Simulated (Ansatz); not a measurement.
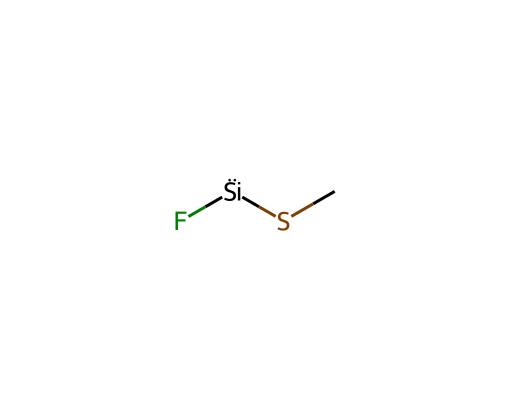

The picture comes from a calculation with Ansatz.

Skeletal drawing of a molecule.

Write the SMILES.

CS[Si]F

Give the formula, hydrogens included.

CH3FSSi.

An optimisation with PBE-D4/def2-SVP gave a structure of which point group?

Cs. Other conformers may differ.
